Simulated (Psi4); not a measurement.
## Run report: CH3FZn, geometry relaxation (part 4 of 4)

CH3FZn; PBE0/def2-TZVP, RKS, dispersion D4 (Psi4 1.11). The starting geometry was optimised with PBE/def2-SVP.

Geometry of the input (Å):
```
C  0.4414  -0.4106  0.3651
Zn -0.7055  0.6899  -0.7143
F  -1.7574  1.6964  -1.6973
H  -0.0218  -1.4018  0.5423
H  1.4176  -0.5667  -0.1365
H  0.6271  0.0683  1.3474
```

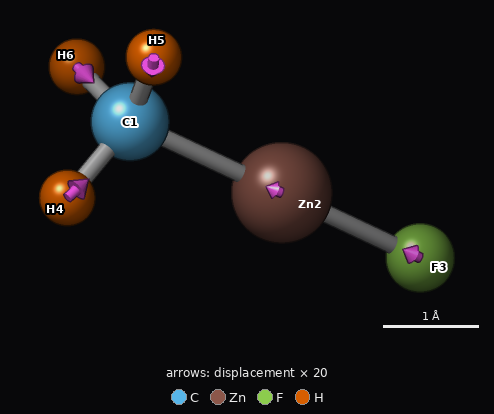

Figure 1. The starting structure with the displacements as pink arrows, magnified 20 times (ball-and-stick view, seen at a tilt). The two geometries are laid on each other by the best rigid fit. Over 2 geometry steps the energy falls by 1.46 kJ/mol. Largest force component: 0.49 eV/Å at the start, 0.014 eV/Å at the end. The largest moves after the best rigid fit, 0.017 Å, are those of H4 and H5. By element the largest moves are H 0.017 Å, F 0.012 Å, Zn 0.010 Å, C 0.001 Å. Among the contacts that change: C1–H4 1.108 → 1.091 Å, C1–Zn2 1.921 → 1.913 Å. (Atoms are counted from 1 in the order of the input.)

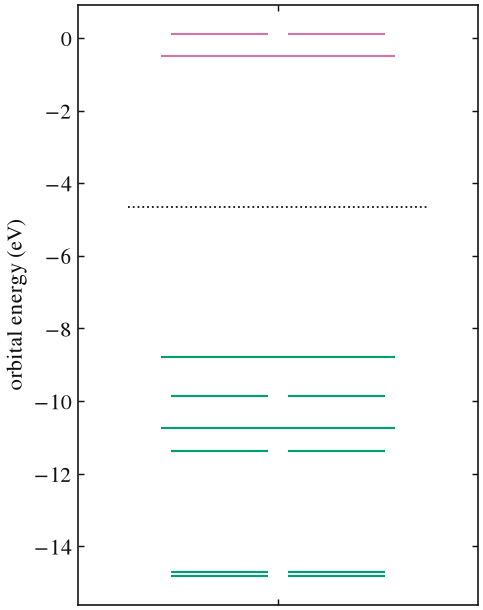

Figure 2. Orbital energies near the frontier; the dotted line parts filled from empty levels, and levels within 0.02 eV of each other stand side by side. Highest filled −8.79 eV, lowest empty −0.51 eV, 8.28 eV apart.

### Key numbers

| quantity | value |
| --- | --- |
| outcome | converged |
| total energy | −1918.849665 hartree |
| dispersion energy | −0.002030 hartree |
| basis functions | 128 |
| HOMO | −8.79 eV |
| LUMO | −0.51 eV |
| dipole moment | 2.81 D |
| wall time | 59 s (CPU time 1.9 min) |
| peak memory | 0.71 GiB |
